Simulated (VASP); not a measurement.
Band structure of HfO₂ (relaxed from the CdI2 structure, space group P-3m1). Method: r2SCAN meta-GGA, VASP's PBE PAW potentials (set 64) (plane waves; VASP).

The path is coarsely sampled, so an indirect gap can come out somewhat too large. Unless said otherwise, spin-orbit coupling is left out, though it shifts the bands of the heavy elements here.

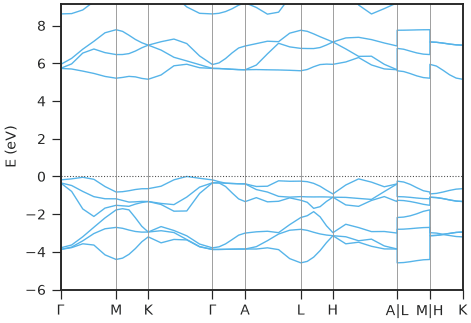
Figure. Bands along high-symmetry lines, zero at the valence-band maximum or, without a gap, the Fermi level

### Question
Read the plot: is there a gap, and where are the band edges?

### Answer
The gap is indirect, 5.15 eV, from the valence maximum at K-Γ at 0.60 to the conduction minimum at K.

The structure was generated: HfO2 was put into the CdI2 type (P-3m1), which need not be its known phase. It was relaxed first, which changed the volume by +14 %.
